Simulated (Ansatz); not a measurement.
# Single-point calculation of BAsNH$_{5}$

BAsNH$_{5}$, SMILES B[AsH]N, computed with RKS wB97X-V/cc-pVDZ (Ansatz 0.2.0).

The geometry comes from this level: PBE0-D4/def2-TZVP. Figures and captions count atoms from 1; the log counts them from 0 in places.

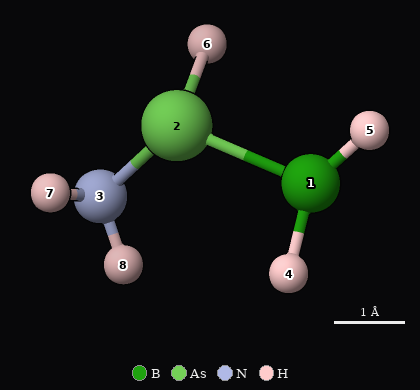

*The structure (ball-and-stick view, seen at a tilt; atoms are numbered from 1 in the order of the input).*

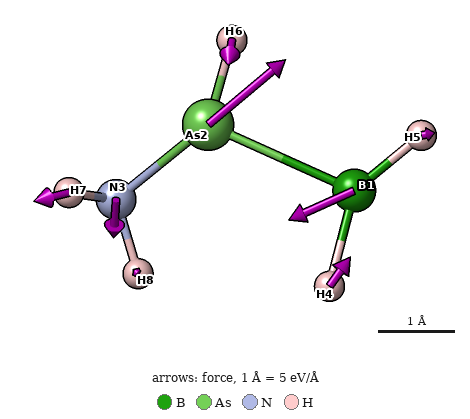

*Forces on the atoms as pink arrows (ball-and-stick view, seen at a tilt; atoms are numbered from 1 in the order of the input).*

The largest act on As2 (6.82 eV/Å); B1 (4.88 eV/Å); N3 (3.43 eV/Å); H7 (2.76 eV/Å), among others. The geometry is not a stationary point of this energy.

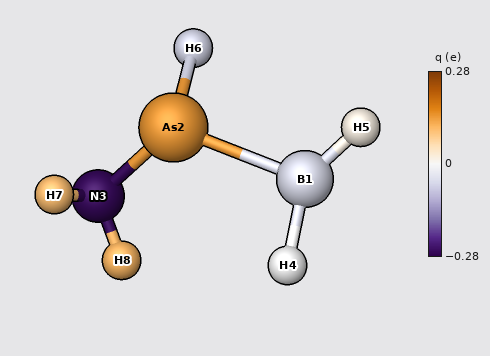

*Mulliken charges, as the colour of each atom (ball-and-stick view, seen at a tilt; atoms are numbered from 1 in the order of the input).*

By element: B −0.05, As +0.14, N −0.26 and H −0.06 to +0.11 e.

These pictures come from the run below.

## Input file
```yaml
crystal:
  periodic: [false, false, false]
  atoms:
    - {symbol: B, position_ang: [-1.240813, 0.775777, -1.070129]}
    - {symbol: As, position_ang: [0.563161, 0.591619, 0.110624]}
    - {symbol: N, position_ang: [0.891608, -0.934202, 0.881456]}
    - {symbol: H, position_ang: [-1.356558, -0.464228, -1.574087]}
    - {symbol: H, position_ang: [-1.625953, 1.855104, -1.290071]}
    - {symbol: H, position_ang: [0.207037, 1.575599, 1.535735]}
    - {symbol: H, position_ang: [1.743813, -1.065881, 0.425109]}
    - {symbol: H, position_ang: [0.242880, -1.669297, 0.558007]}
basis:
  gaussian: {orbitals: cc-pVDZ}
hamiltonian: {xc: {name: wB97X-V}}
output: {forces: true}
```

Launched with:
```bash
ansatz run in.yaml --threads 2 --pin off --events-out ev --progress --plain --max-ram 4352MiB
```

## The program's output
```
Functional definition: wB97X-V
  name "wB97X-V"
  cite "Mardirossian & Head-Gordon, Phys. Chem. Chem. Phys. 16, 9904 (2014) doi:10.1039/C3CP54374A"
  cite "Becke, J. Chem. Phys. 107, 8554 (1997) doi:10.1063/1.475007"
  cite "Vydrov & Van Voorhis, J. Chem. Phys. 133, 244103 (2010) doi:10.1063/1.3521275"
  parameter omega = 0.3/bohr
  parameter cx = 0.167
  parameter cx1 = 0.603
  parameter cx2 = 1.194
  parameter css0 = 0.556
  parameter css1 = -0.257
  parameter cos0 = 1.219
  parameter cos1 = -1.850
  parameter b = 6.0
  parameter c = 0.01
  exchange = spin_sum(e_x_unif_sr(omega)*poly(b97_u_x, 1 - cx, cx1, cx2)) + cx*exact_x_sr(omega) + exact_x_lr(omega)
  correlation = spin_sum(e_c_pw_same_spin*poly(b97_u_same, css0, css1))
      + integral(e_c_pw_opposite_spin*poly(b97_u_opposite, cos0, cos1)) + vv10(b, c)
812 factors; integrals over basis functions are off by at most 1.3e-3 eV
255 factors; integrals over basis functions are off by at most 1.1e-5 eV
mean field evaluation 1: about -63076.7319 eV, gradient 3.6e1 eV
mean field evaluation 2: about -63077.0474 eV, gradient 3.4e1 eV
mean field evaluation 4: about -63079.3798 eV, gradient 6.6e-1 eV
mean field evaluation 8: about -63079.4498 eV, gradient 6.4e-2 eV
mean field evaluation 16: about -63079.4499 eV, gradient 1.2e-4 eV
mean field -63079.44987456 eV, -2318.1270261032 hartree, gradient 4.4e-5 eV, S^2 0.000000; 0 other end points of the search recorded, 0 dependent functions left out
the calculation of the forces begins
reference -63079.44987295 eV, -2318.1270260440 hartree; 25, 25 occupied and 55, 55 virtual orbitals, 812 factors
Total energy: -63079.44987295 eV, -2318.1270260440 hartree
Atom 0 at    -1.240813     0.775777    -1.070129 Å, force     2.744986    -3.867932     1.145964 eV/Å
Atom 1 at     0.563161     0.591619     0.110624 Å, force    -2.756007     6.235394    -0.033865 eV/Å
Atom 2 at     0.891608    -0.934202     0.881456 Å, force    -1.772977    -2.624012     1.321097 eV/Å
Atom 3 at    -1.356558    -0.464228    -1.574087 Å, force    -0.517964     2.417412     0.386331 eV/Å
Atom 4 at    -1.625953     1.855104    -1.290071 Å, force    -0.644764     0.632429    -0.402234 eV/Å
Atom 5 at     0.207037     1.575599     1.535735 Å, force     0.349033    -1.382401    -2.226656 eV/Å
Atom 6 at     1.743813    -1.065881     0.425109 Å, force     2.248355    -1.508934    -0.553542 eV/Å
Atom 7 at     0.242880    -1.669297     0.558007 Å, force     0.349338     0.098044     0.362904 eV/Å
Dipole moment:    -0.080833    -0.271705    -0.242677 e Å
```

## Key numbers

```tsv
quantity	value
outcome	converged
total energy	−63079.4499 eV
SCF solution under orbital rotations	stable
largest force (length of the vector)	6.817 eV/Å
dipole moment	1.79 D
hardware	2 threads of Arm Neoverse V2, 23 GiB of memory available, shared host
wall time	4.9 s (CPU time 9.5 s)
peak memory	0.35 GiB
```
